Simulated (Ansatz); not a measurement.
# H$_{10}$Si$_{4}$ (SMILES [SiH3][SiH2][SiH2][SiH3]): what the fields show

Input file:

```
crystal:
  periodic: [false, false, false]
  atoms:
    - {symbol: Si, position_ang: [-0.421490, 2.102244, 1.007131]}
    - {symbol: Si, position_ang: [-1.565266, 0.167690, 0.360911]}
    - {symbol: Si, position_ang: [-0.310874, -0.999620, -1.230281]}
    - {symbol: Si, position_ang: [1.806230, -1.488149, -0.365658]}
    - {symbol: H, position_ang: [-1.216728, 2.900250, 1.978692]}
    - {symbol: H, position_ang: [0.872493, 1.730258, 1.640061]}
    - {symbol: H, position_ang: [-0.138626, 2.945088, -0.185842]}
    - {symbol: H, position_ang: [-1.771290, -0.702747, 1.552945]}
    - {symbol: H, position_ang: [-2.902770, 0.528941, -0.188070]}
    - {symbol: H, position_ang: [-0.161314, -0.154684, -2.448782]}
    - {symbol: H, position_ang: [-1.002606, -2.260566, -1.620564]}
    - {symbol: H, position_ang: [2.612451, -2.284313, -1.329648]}
    - {symbol: H, position_ang: [2.529444, -0.222393, -0.068669]}
    - {symbol: H, position_ang: [1.670356, -2.261999, 0.897784]}
basis:
  gaussian: {orbitals: def2-TZVPP}
hamiltonian: {xc: pbe0, dispersion: d4}
output: {orbitals: {seedname: orbitals}}
```

Command:

```sh
ansatz run in.yaml --threads 4 --pin off --events-out ev --progress --plain --max-ram 10444MiB
```

Geometry: PBE0-D4/def2-TZVP.

These are results of RKS PBE0-D4/def2-TZVPP in Ansatz, not measurements.

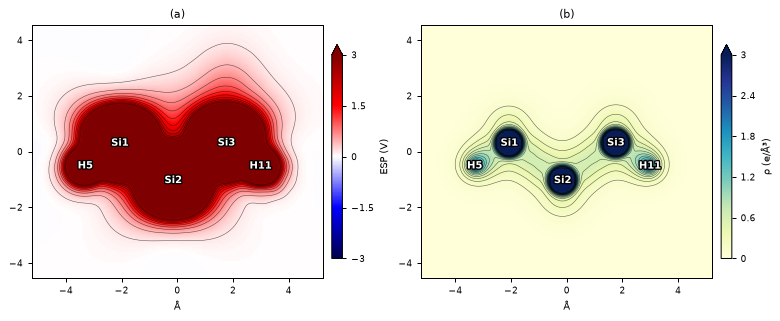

Figure 1. (a) molecular electrostatic potential; (b) total electron density on the plane of atoms Si2, Si3 and H11.

### What does the map show?

- Atoms in the plane: Si and H.
- Si–Si (2.34 Å): ρ at the midpoint is about 0.62 e/Å³.
- Si–H (1.49 Å): ρ at the midpoint is about 0.79 e/Å³.
- The potential has no marked negative region in this plane.

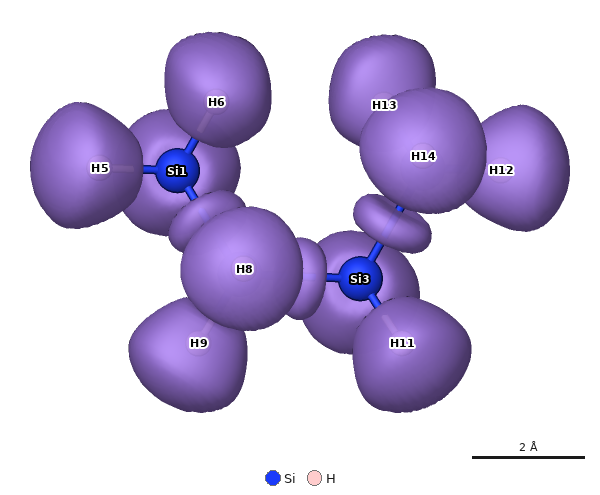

Figure 2. Isosurface of the electron localisation function at 0.85 (purple), seen across its widest extent. Core shells and regions of very low density are left out.

### Where are the electrons localised?

The ELF exceeds this value in three regions between bonded Si–Si atoms (shared pairs) and ten regions around hydrogen nuclei. Along the contacts the grid gives the following. Si–Si (2.34 Å): the ELF peaks at about 1 between the atoms (a covalent bond). Si–H (1.49 Å): the ELF climbs to about 1 towards the hydrogen, as it does in any bond to H.

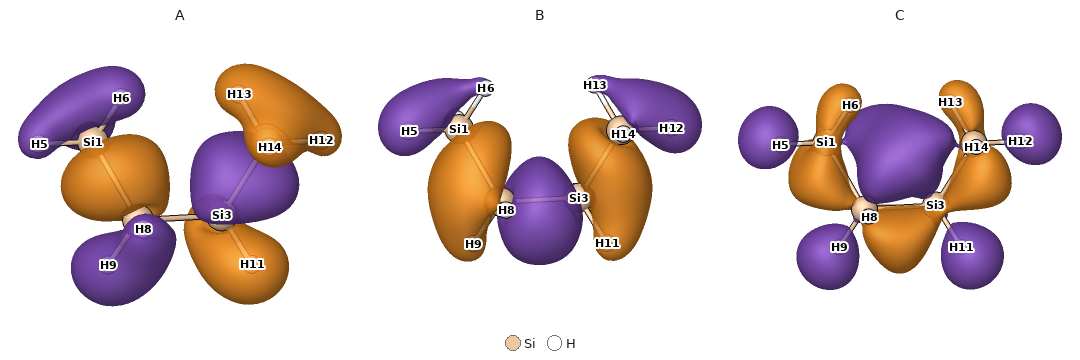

Figure 3. Three frontier orbitals at ±0.06 Å⁻³ᐟ² (orange and purple are the two phases), in no order.

### Which picture is the HOMO−1, the HOMO and the LUMO?

A is the HOMO−1 (−8.28 eV). It lies mainly on Si2 (about 20 %), Si3 (about 20 %), Si1 (about 20 %), Si4 (about 20 %), H11 (about 5 %) and H9 (about 5 %). B is the HOMO (−7.91 eV). It lies mainly on Si2 (about 30 %), Si3 (about 30 %), Si1 (about 10 %) and Si4 (about 10 %). C is the LUMO (−0.34 eV). By Hirshfeld shares it lies mainly on Si2 (about 20 %), Si3 (about 20 %), Si1 (about 15 %) and Si4 (about 15 %).

### What is the HOMO–LUMO gap?

7.57 eV between the orbital energies.
